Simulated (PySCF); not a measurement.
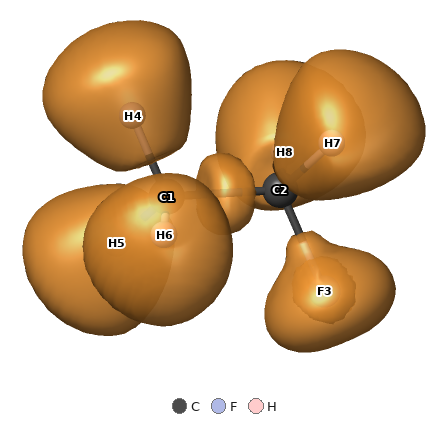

The picture shows: C$_{2}$H$_{5}$F (ethyl fluoride). Isosurface of the ELF at 0.75 (orange), seen at an oblique angle. Only the valence region is drawn (cores and ρ < 0.01 e/Å³ removed).

Geometry: PBE0-D3(BJ)/ma-def2-SVP.

Theory: DFT single point, gas phase, functional wB97X (PySCF 2.14.0, density-fitted response routines).

```xyz
8

C     0.7656    0.0816    0.0553
C    -0.7230   -0.1302   -0.0294
F    -1.3157    0.8920   -0.7520
H     1.2289   -0.7313    0.6361
H     1.2203    0.0905   -0.9463
H     0.9991    1.0348    0.5523
H    -1.1884   -0.1404    0.9706
H    -0.9693   -1.0788   -0.5355
```

Question: Describe the localisation domains.

Answer: The ELF exceeds this value in one region between bonded C–C atoms (shared pairs), five regions around hydrogen nuclei and one region on F in which the atom's valence shell and bonds are merged.

Values along the shortest contacts:
C–F (1.39 Å): the ELF peaks at about 0.85 between the atoms, as expected for a polar covalent bond. C–C (1.51 Å): the ELF peaks at about 0.95 between the atoms (a covalent bond).
